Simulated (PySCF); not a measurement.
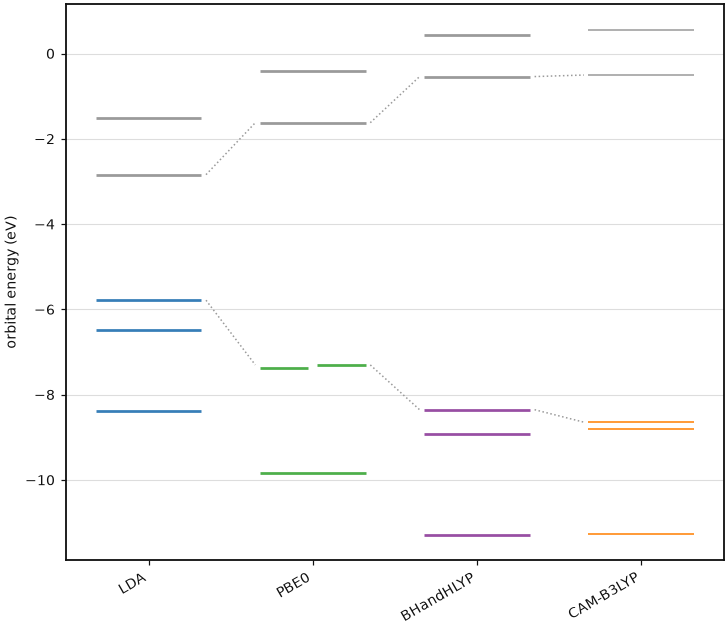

Frontier orbital energies of C₃H₆O₂Si, SMILES O=C/C=C/O[SiH3] at one geometry, def2-SVPD, PySCF 2.14.0, at a PBE0-D3(BJ)/def2-SVP geometry (no frequency check). Empty levels are grey, levels within 0.1 eV stand side by side; all columns show the same few orbitals around the gap. Dotted lines join the HOMOs and the LUMOs.

How do the frontier levels move from column to column?

The separation grows from 2.94 eV (LDA) to 8.14 eV (CAM-B3LYP).

```csv
level,HOMO (eV),LUMO (eV),separation (eV)
LDA,−5.78,−2.84,2.94
PBE0,−7.30,−1.62,5.68
BHandHLYP,−8.35,−0.54,7.81
CAM-B3LYP,−8.65,−0.50,8.14
```

Caveats, for all or some of the runs: empty levels above zero depend strongly on the basis; one conformer of a flexible molecule.
